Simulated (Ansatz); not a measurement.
α-phase B was calculated with r²SCAN (Ansatz, an electronic-structure program, PAW).

Settings: plane-wave cutoff 560 eV, 8×8×8 k mesh, Fermi–Dirac smearing 0.01 eV, scalar-relativistic PAW data made under PBE.

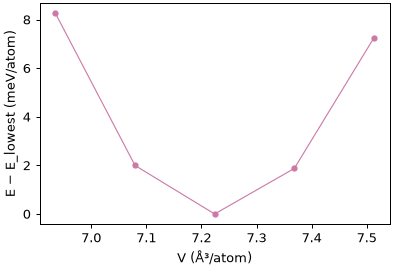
Total energy against volume

### Question
From the curve, estimate the equilibrium volume and the bulk modulus.

### Answer
V0 ≈ 7.2 Å³/atom and B0 ≈ 210 GPa; the fit gives V0 = 7.224 Å³/atom, B0 = 214 GPa, B′ = 3.9.

Shape and atoms are relaxed at each volume.

Measured, for comparison: bulk modulus 224 ± 7 GPa (room temperature, not corrected to a static lattice; as tabulated in Cherednichenko and Solozhenko (2017), arXiv:1709.01104). Computed (rounded) less measured: bulk modulus -4 %.

Note: the bulk modulus comes from volumes at which shape and atoms were relaxed.
